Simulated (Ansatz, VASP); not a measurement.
# BiN in two plane-wave programs

Wanted: the spread between two codes on one cell, functional and k mesh. The cell is invented: As first built, before any earlier steps moved the atoms: it takes the GaN structure with some of its atoms replaced by other elements, volume scaled by an estimate. It may not be a known or stable phase. The cell comes out of the VASP series on this material, whose earlier steps may have relaxed, scaled or displaced it; both programs get it as it stands.

Calculated with Ansatz 0.2.0; plane waves, with VASP 6.6.1 beside it; band structure at r2SCAN, band structure at PBE, spin-orbit coupling and band structure at r2SCAN, spin-orbit coupling.

### 1. The starting structure

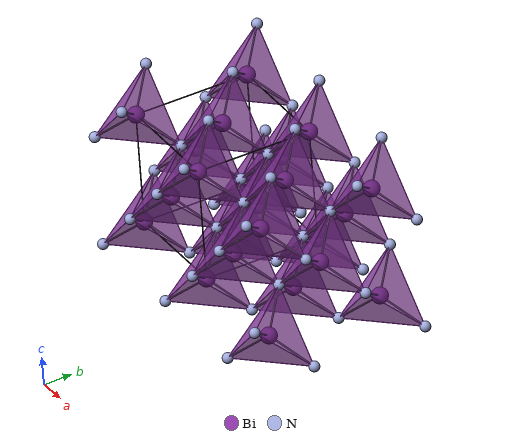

The cell as given, from a free direction (bismuth purple, nitrogen light blue). 2×1×1 cells are drawn. This picture shows the conventional cell, with its axes. Some periodic images of atoms are drawn too.

### 2. Ansatz: band structure, r2SCAN

Ansatz runs on its default PAW (the set named soft_2) files.

The same path points are solved in both programs, so levels can be compared one by one.

File input.yaml:

```yaml
crystal:
  lattice:
    - [0.0, 2.7752800738, 2.7752800738]
    - [2.7752800738, 0.0, 2.7752800738]
    - [2.7752800738, 2.7752800738, 0.0]
  atoms:
    - { symbol: Bi, position: [0.0, 0.0, 0.0] }
    - { symbol: "N", position: [0.25, 0.25, 0.25] }
hamiltonian:
  xc: r2scan
  pseudopotentials: { kind: paw }
kpoints:
  mp_grid: { grid: [4, 4, 4] }
  band_path:
    path:
      - [0.0, 0.0, 0.0]
      - [0.16667, 0.0, 0.16667]
      - [0.33333, 0.0, 0.33333]
      - [0.5, 0.0, 0.5]
      - [0.5, 0.08333, 0.58333]
      - [0.5, 0.18333, 0.68333]
      - [0.5, 0.25, 0.75]
      - [0.45, 0.3, 0.75]
      - [0.40833, 0.34167, 0.75]
      - [0.35, 0.35, 0.7]
      - [0.225, 0.225, 0.45]
      - [0.075, 0.075, 0.15]
      - [0.03333, 0.03333, 0.03333]
      - [0.23333, 0.23333, 0.23333]
      - [0.4, 0.4, 0.4]
      - [0.51667, 0.46667, 0.51667]
      - [0.55833, 0.38333, 0.55833]
      - [0.60833, 0.28333, 0.60833]
      - [0.60833, 0.25, 0.64167]
      - [0.55833, 0.25, 0.69167]
      - [0.51667, 0.25, 0.73333]
      - [0.5, 0.3, 0.7]
      - [0.5, 0.38333, 0.61667]
      - [0.5, 0.48333, 0.51667]
      - [0.475, 0.475, 0.55]
      - [0.425, 0.425, 0.65]
      - [0.38333, 0.38333, 0.73333]
      - [0.59167, 0.18333, 0.59167]
      - [0.55, 0.1, 0.55]
      - [0.5, 0.0, 0.5]
    npoints: 1
scf:
  occupations: { method: gaussian, width: 0.02 }
  n_extra_bands: 7
output:
  forces: true
  stress: true
  eigenvalues: true
```

Started as:

```bash
> ansatz run input.yaml --threads 2 --pin off --max-ram 4608MiB --backend cpu --events-out ev --progress --plain --runs-dir out
```

Numbers of over 12 decimals in the logs are rounded to 6 here.

The log of the run:

```text
scf.n_extra_bands = 7 over 10 filled bands (N_el = 20.0): the run solves 17 bands
Engine: ansatz 0.2.0, aarch64-unknown-linux-gnu
Pseudopotentials: kind: paw
Pseudopotential: Bi, paw, valence charge 15, recommended cutoff 500 eV (meta_gga), Bi.paw.azcp
Pseudopotential: N, paw, valence charge 5, recommended cutoff 500 eV (meta_gga), N.paw.azcp
Functional definition: r2SCAN
  parameter k0 = 0.174
  parameter k1 = 0.065
  parameter a1 = 4.9479
  exchange = r2scan_x(k0 = k0, k1 = k1, a1 = a1)
  correlation = r2scan_c
Crystal: 2 atoms, lattice volume = 42.751 Å³
Basis set: ecut = 500 eV, 1067 PW (Γ), exchange–correlation on 120×120×120 points (64 copies of the dense FFT grid, shifted against one another)
Bands: 17, of which v1, the nominal top of the filled ones, is band 10 counted from 1 (9 counted from 0)
Symmetry: 24 space group operations
Space group: F-43m (ITA 216), of the structure as read, at distance tolerance 3.5e-5 Å
k-points: 8 of 64 (time reversal used)
Non-local potential: Bi, projectors of the file, l = 0: 2, l = 1: 2, l = 2: 2, l = 3: 2
Non-local potential: N, projectors of the file, l = 0: 2, l = 1: 2, l = 2: 1
PAW form: soft (Blöchl's): semilocal exchange-correlation on the pseudo side does not see the compensation charge
PAW frozen core: Bi, regenerated for the run's functional (the file was generated under x = pbe(κ = 0.804, μ = 0.219515), c = pbe(β = 0.066725))
PAW frozen core: N, regenerated for the run's functional (the file was generated under x = pbe(κ = 0.804, μ = 0.219515), c = pbe(β = 0.066725))
PAW one-centre angular grid: Bi, 590 points (default); XC on 160 Gauss nodes
PAW one-centre angular grid: N, 302 points (default); XC on 160 Gauss nodes
Initial density: superposition of atomic densities (neutral atoms: chi_scale 0, normalization atom), corrected by the library's trained network
Initial wavefunctions: pseudopotential atomic-orbital guess
Functional: x = r2scan, c = r2scan; τ floored in thin density (d = 2e-4 eV/Å³)
SCF iter   1: F=—  HF=-12794.104287 eV  |F-HF|=—  |Δ(HF+E_count)|=         —  Δρ=5.25e-3  dr2=5.41e-3  dr2_τ=2.22e-2  ethr=1.77e-3  ⟨swp⟩=5.5  Hψ=742  notcnv=0
preconditioner: auto → LDOS  [insulator: Δε(μ)=0.226 eV  Ē_g=23.136 eV  σ=0.020 eV  W_gap=0.50  n_scr=14 (ndim 8)  ℏωp=25.4 eV  f_vac=0.021  D(μ)=5.29/eV (n_scr^D=64)  ε∞_Penn≈2.2  β→1.0]
SCF iter   2: F=—  HF=-12794.118983 eV  |F-HF|=—  |Δ(HF+E_count)|=   1.47e-2  Δρ=1.61e-3  dr2=9.13e-4  dr2_τ=2.44e-4  ethr=2.71e-5  ⟨swp⟩=3.8  Hψ=342  notcnv=0  defer=21
SCF iter   3: F=—  HF=-12794.118911 eV  |F-HF|=—  |Δ(HF+E_count)|=   7.20e-5  Δρ=5.87e-4  dr2=2.16e-4  dr2_τ=1.90e-6  ethr=4.56e-6  ⟨swp⟩=3.0  Hψ=215  notcnv=0  defer=21
SCF iter   4: F=—  HF=-12794.118908 eV  |F-HF|=—  |Δ(HF+E_count)|=   2.78e-6  Δρ=3.75e-4  dr2=9.88e-5  dr2_τ=7.03e-7  ethr=1.08e-6  ⟨swp⟩=1.0  Hψ=115  notcnv=0  defer=21
SCF iter   5: F=—  HF=-12794.118866 eV  |F-HF|=—  |Δ(HF+E_count)|=   4.15e-5  Δρ=2.18e-4  dr2=2.76e-5  dr2_τ=3.67e-7  ethr=4.94e-7  ⟨swp⟩=2.0  Hψ=195  notcnv=0  defer=21
SCF iter   6: F=—  HF=-12794.118862 eV  |F-HF|=—  |Δ(HF+E_count)|=   4.85e-6  Δρ=2.95e-5  dr2=4.56e-7  dr2_τ=8.83e-9  ethr=1.38e-7  ⟨swp⟩=1.5  Hψ=127  notcnv=0  defer=21
SCF iter   7: F=-12794.118862 eV  HF=-12794.118862 eV  |F-HF|=1.09e-8  |Δ(HF+E_count)|=   2.36e-7  Δρ=7.26e-6  dr2=2.63e-8  dr2_τ=1.24e-9  ethr=5.00e-10  ⟨swp⟩=10.4  Hψ=785  notcnv=0
SCF 1 converged in 7 iterations: F = -12794.118862 eV  dr2 = 2.63e-8
  greatest PAW one-centre occupation: 0.988 electrons in one spin orbital (limit 2), on the Bi atom at site 0 (counted from 0), in its partial waves of l = 2
NSCF: frozen V_eff on 30 k-points
SCF converged after 7 iterations
Free energy (F): -12794.118862 eV
Harris-Foulkes:  -12794.118862 eV  (|F-HF|=1.09e-8)
Internal energy: -12794.117804 eV  (E = F + TS)
E sigma→0 (E₀):  -12794.118333 eV
Entropy (-TS):   -0.001058 eV (-0.529 meV/atom)
Fermi energy:    9.795158 eV
--- Per-component energies (eV) ---
  E_band       = -117.346628
  E_kinetic    = 425.771530
  E_local      = -1728.681193  (includes V_loc(G=0)·N_el)
  E_nonlocal   = 609.609041
  E_hartree    = 556.987326
  E_xc         = -199.566197
  E_vxc        = -239.926754  (∫ρ·V_xc dr)
  E_paw        = -10816.255589  (= ΣΔE_a)
  E_vpaw       = -313.927294  (= ΣTr[D̂ρ^β])
  E_aug_tail   = -0.000263  (compensation charges beyond the density's cutoff)
  E_vtau       = 15.832091  (kinetic-family band-sum trace: ∫τ·v_τ [+ j·A + Jᵃ·Aᵃ] dr)
  E_ewald      = -1642.828442
  E_core_change = 0.845983  (= ΣΔE_core)
  E_smearing   = -0.001058  (= −TS)
  E_closure    = -0.000000  (closes the sum)
  Σ components = -12794.118862   (vs F -12794.118862, Δ=0.00e0)
--- Forces (eV/Å), atoms counted from 1 ---
  atom   1  Bi    -0.00000000     0.00000000    -0.00000000
  atom   2  N      0.00000000    -0.00000000     0.00000000
  max |Σ_I F_I| component: 2.96e-16 eV/Å
--- Stress (GPa, compression-positive) ---
       -2.347684       0.000000      -0.000000
       -0.000000      -2.347684       0.000000
        0.000000       0.000000      -2.347684
  P = ⅓ Tr σ = -2.3477 GPa (-23.477 kbar)
--- Band table (eV; the first three rows and the last of 8) ---
  k-point 0: bands = [... 6 lower, 1.9304, 7.2869, 7.2869, 7.2869, 12.5974, 12.5974, 12.5974, 16.1315, ... 3 higher]
  k-point 1: bands = [... 6 lower, 0.5754, 6.8218, 6.8218, 6.9656, 11.8497, 13.1220, 13.1220, 17.8187, ... 3 higher]
  k-point 2: bands = [... 6 lower, -1.0264, 6.4400, 6.4400, 6.4522, 12.5949, 13.3628, 13.3628, 17.4131, ... 3 higher]
  k-point 7: bands = [... 6 lower, -1.5962, 4.5970, 4.7706, 9.7952, 11.6574, 11.8919, 15.1331, 16.5983, ... 3 higher]
```

It took 4.1 s on 2 threads of Arm Neoverse N1, shared host; peak memory 0.39 GiB.

### 3. VASP: band structure, r2SCAN

The same cell, functional, mesh and smearing now go to VASP, with its own data sets and cutoff.

Lines of VASP's logs that name or quote its potential files are left out, and so is its time.

File INCAR:

```
SYSTEM = BiN
PREC = Accurate
ENCUT = 520
EDIFF = 1E-06
NELM = 100
ISMEAR = 0
SIGMA = 0.02
LREAL = .FALSE.
ALGO = Normal
METAGGA = R2SCAN
LASPH = .TRUE.
NBANDS = 22
LORBIT = 11
LWAVE = .FALSE.
LCHARG = .FALSE.
KPAR = 4
```

File POSCAR:

```
BiN
1.0
    0.0000000000      2.7752800738      2.7752800738
    2.7752800738      0.0000000000      2.7752800738
    2.7752800738      2.7752800738      0.0000000000
Bi N
1 1
Direct
    0.0000000000      0.0000000000      0.0000000000
    0.2500000000      0.2500000000      0.2500000000
```

File KPOINTS:

```
Automatic mesh
0
Gamma
4 4 4
0 0 0
```

File KPOINTS_OPT:

```
Line mode
16
Line-mode
Reciprocal
  0.00000000   0.00000000   0.00000000 GAMMA
  0.50000000   0.00000000   0.50000000 X

  0.50000000   0.00000000   0.50000000 X
  0.50000000   0.25000000   0.75000000 W

  0.50000000   0.25000000   0.75000000 W
  0.37500000   0.37500000   0.75000000 K

  0.37500000   0.37500000   0.75000000 K
  0.00000000   0.00000000   0.00000000 GAMMA

  0.00000000   0.00000000   0.00000000 GAMMA
  0.50000000   0.50000000   0.50000000 L

  0.50000000   0.50000000   0.50000000 L
  0.62500000   0.25000000   0.62500000 U

  0.62500000   0.25000000   0.62500000 U
  0.50000000   0.25000000   0.75000000 W

  0.50000000   0.25000000   0.75000000 W
  0.50000000   0.50000000   0.50000000 L

  0.50000000   0.50000000   0.50000000 L
  0.37500000   0.37500000   0.75000000 K

  0.62500000   0.25000000   0.62500000 U
  0.50000000   0.00000000   0.50000000 X
```

The projector-augmented-wave data sets are Bi_d and N (PBE family, release 64).

Started as:

```bash
> mpirun -np 4 vasp_std
```

The log of the run:

```text
[banner, memory and clock lines left out]
running    4 mpi-ranks, on    1 nodes
 distrk:  each k-point on    1 cores,    4 groups
 distr:  one band on    1 cores,    1 groups

 POSCAR found type information on POSCAR BiN
 POSCAR found :  2 types and       2 ions
|                                                                             |
|               ----> ADVICE to this user running VASP <----                  |
|                                                                             |
|     You enforced a specific xc type in the INCAR file but a different       |
|     [... a line on the potential file left out ...]
|     I HOPE YOU KNOW WHAT YOU ARE DOING!                                     |
|                                                                             |

 LDA part: xc-table for (None), standard interpolation
 POSCAR, INCAR and KPOINTS ok, starting setup
 FFT: planning ... GRIDC
 FFT: planning ... GRID_SOFT
 FFT: planning ... GRID
 WAVECAR not read
 entering main loop
       N       E                     dE             d eps       ncg     rms          rms(c)
DAV:   1     0.127729017961E+03    0.12773E+03   -0.97764E+03   372   0.103E+03
DAV:   2    -0.564134778623E+02   -0.18414E+03   -0.17383E+03   384   0.340E+02
DAV:   3    -0.732703338254E+02   -0.16857E+02   -0.16729E+02   414   0.937E+01
DAV:   4    -0.737439396218E+02   -0.47361E+00   -0.47323E+00   424   0.166E+01
DAV:   5    -0.737629286348E+02   -0.18989E-01   -0.18988E-01   488   0.309E+00    0.823E+00
DAV:   6    -0.660627301464E+02    0.77002E+01   -0.15325E+01   578   0.269E+01    0.442E+00
DAV:   7    -0.659628418417E+02    0.99888E-01   -0.18480E+00   430   0.623E+00    0.166E+00
DAV:   8    -0.659416269200E+02    0.21215E-01   -0.21399E-01   406   0.353E+00    0.708E-01
DAV:   9    -0.659358395254E+02    0.57874E-02   -0.15557E-02   456   0.948E-01    0.246E-01
DAV:  10    -0.659359798052E+02   -0.14028E-03   -0.26087E-03   432   0.533E-01    0.902E-02
DAV:  11    -0.659359182072E+02    0.61598E-04   -0.42694E-04   414   0.188E-01    0.198E-02
DAV:  12    -0.659359437250E+02   -0.25518E-04   -0.54817E-05   418   0.536E-02    0.426E-03
DAV:  13    -0.659359436105E+02    0.11456E-06   -0.26334E-06   442   0.105E-02
   1 F= -.65935944E+02 E0= -.65935415E+02  d E =-.105786E-02
 Start KPOINTS_OPT (optional k-point list driver)
k-point batch [1-8\160]
       N       E                     dE             ncg
DAV:   1     0.244019357674E+03   -0.94583E+03      352
DAV:   2    -0.127741602023E+04   -0.15214E+04      382
DAV:   3    -0.141327097998E+04   -0.13585E+03      394
DAV:   4    -0.141699934138E+04   -0.37284E+01      412
DAV:   5    -0.141713294652E+04   -0.13361E+00      510
DAV:   6    -0.141713446145E+04   -0.15149E-02      448
DAV:   7    -0.141713448852E+04   -0.27064E-04      516
DAV:   8    -0.141713448870E+04   -0.18273E-06      306
[...]
k-point batch [153-160\160]
       N       E                     dE             ncg
DAV:   1     0.204131140716E+02   -0.57715E+04      360
DAV:   2    -0.134898356516E+04   -0.13694E+04      386
DAV:   3    -0.146569394953E+04   -0.11671E+03      434
DAV:   4    -0.146870626841E+04   -0.30123E+01      438
DAV:   5    -0.146883041158E+04   -0.12414E+00      518
DAV:   6    -0.146883197457E+04   -0.15630E-02      468
DAV:   7    -0.146883201110E+04   -0.36529E-04      520
DAV:   8    -0.146883201133E+04   -0.22635E-06      396
```

From OUTCAR (step 3):

```text
ion  position               nearest neighbor table
   1  0.000  0.000  0.000-   2 2.40   2 2.40   2 2.40   2 2.40
   2  0.250  0.250  0.250-   1 2.40   1 2.40   1 2.40   1 2.40

  LATTYP: Found a face centered cubic cell.
 ALAT       =     5.5505601476

 Subroutine GETGRP returns: Found 24 space group operations
 (whereof 24 operations were pure point group operations)

The static configuration has the point symmetry T_d .

 Found      8 irreducible k-points:

   k-points           NKPTS =      8   k-points in BZ     NKDIM =      8   number of bands    NBANDS=     22

   dimension x,y,z NGX =    30 NGY =   30 NGZ =   30
   dimension x,y,z NGXF=    60 NGYF=   60 NGZF=   60

   ENCUT  =  520.0 eV  38.22 Ry    6.18 a.u.   7.30  7.30  7.30*2*pi/ulx,y,z

   NELECT =      20.0000    total number of electrons

 k-points in reciprocal lattice and weights: Automatic mesh
   0.00000000  0.00000000  0.00000000       0.016
   0.25000000  0.00000000  0.00000000       0.125
   0.50000000  0.00000000  0.00000000       0.062
   0.25000000  0.25000000  0.00000000       0.094
   0.50000000  0.25000000  0.00000000       0.375
  -0.25000000  0.25000000  0.00000000       0.188
   0.50000000  0.50000000  0.00000000       0.047
  -0.25000000  0.50000000  0.25000000       0.094

 average (electrostatic) potential at core
       1-111.6017       2 -65.2585

 E-fermi :   6.4959

 k-point     1 :       0.0000    0.0000    0.0000
  band No.  band energies     occupation
    ...
      6     -10.4963      2.00000
      7      -1.3745      2.00000
      8       3.9908      2.00000
      9       3.9908      2.00000
     10       3.9908      2.00000
     11       9.2884      0.00000
     12       9.2884      0.00000
     13       9.2884      0.00000
     14      12.8158      0.00000
     15      17.5859      0.00000
    ...

 k-point     2 :       0.2500    0.0000    0.0000
  band No.  band energies     occupation
    ...
      6      -9.8615      2.00000
      7      -2.7361      2.00000
      8       3.5240      2.00000
      9       3.5240      2.00000
     10       3.6653      2.00000
     11       8.5484      0.00000
     12       9.8144      0.00000
     13       9.8144      0.00000
     14      14.5245      0.00000
     15      16.6561      0.00000
    ...

 k-point     3 :       0.5000    0.0000    0.0000
  band No.  band energies     occupation
    ...
      6      -8.9302      2.00000
      7      -4.3475      2.00000
      8       3.1411      2.00000
      9       3.1412      2.00000
     10       3.1495      2.00000
     11       9.2996      0.00000
     12      10.0559      0.00000
     13      10.0559      0.00000
     14      14.1234      0.00000
     15      17.5156      0.00000
    ...

  Total       -0.5550838     -0.5550838     -0.5550838     -0.0000000      0.0000000     -0.0000000
  in kB      -20.8026500    -20.8026500    -20.8026500     -0.0000000      0.0000000     -0.0000000
  external PRESSURE =     -20.8026500 kB  Pullay stress =       0.0000000 kB

  energy-cutoff  :      520.00
  volume of cell :       42.75
      direct lattice vectors                 reciprocal lattice vectors
     0.000000000  2.775280074  2.775280074    -0.180161997  0.180161997  0.180161997
     2.775280074  0.000000000  2.775280074     0.180161997 -0.180161997  0.180161997
     2.775280074  2.775280074  0.000000000     0.180161997  0.180161997 -0.180161997

 POSITION                                       TOTAL-FORCE (eV/Angst)
 -----------------------------------------------------------------------------------
      0.00000      0.00000      0.00000        -0.000000     -0.000000     -0.000000
      1.38764      1.38764      1.38764         0.000000      0.000000      0.000000
 -----------------------------------------------------------------------------------
    total drift:                               -0.000000     -0.000000     -0.000000

  FREE ENERGIE OF THE ION-ELECTRON SYSTEM (eV)
  ---------------------------------------------------
  free  energy   TOTEN  =       -65.9359436105 eV

  energy  without entropy=      -65.9348857550  energy(sigma->0) =      -65.93541468

 total charge
# of ion       s       p       d       tot
------------------------------------------
    1        1.572   1.063   9.965  12.600
    2        1.332   2.235   0.000   3.567
--------------------------------------------------
tot          2.904   3.298   9.965  16.167

[... 3 further parts left out ...]
```

The run ends at a pressure of -2.08 GPa.

### 4. Differences

Known differences besides the PAW data sets themselves: VASP keeps PBE cores, Ansatz makes them for the functional; the cutoff is 500 eV in Ansatz and 520 eV in VASP. Total energies have different zeros and are not compared.

Compared:

```
      quantity  Ansatz   VASP  difference
pressure (GPa)   -2.35  -2.08       -0.27
```

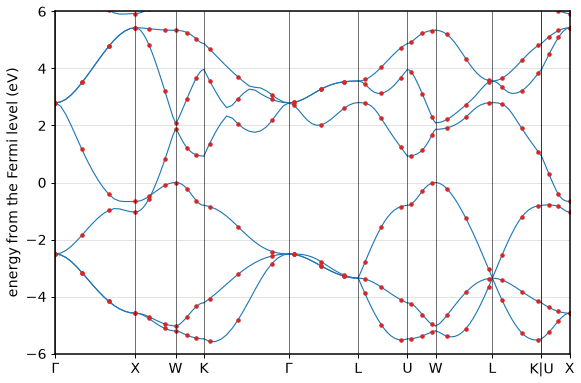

Bands from VASP (lines) and levels from Ansatz (dots). Dots without a line are higher empty bands that the VASP plot leaves out.

Levels from 3 eV below to 2 eV above the Fermi level differ by 2 meV r.m.s. and 10 meV at most; each VASP level is matched to the nearest of Ansatz, which flatters the figure a little.

(Continued in part 2 of 2.)

[Lines on the potential files, build, host, timing and source positions are cut from VASP's logs without a mark.]

[Logs are printed without paths, hosts, clocks, repeated set-up lines and the standing remarks that a program may print on its own settings, such as how far it seeks lower states.]

[Hosts, paths, dates, database ids (printed as entryN), source tags and the programs' standing remarks are cut or masked in the printed files.]
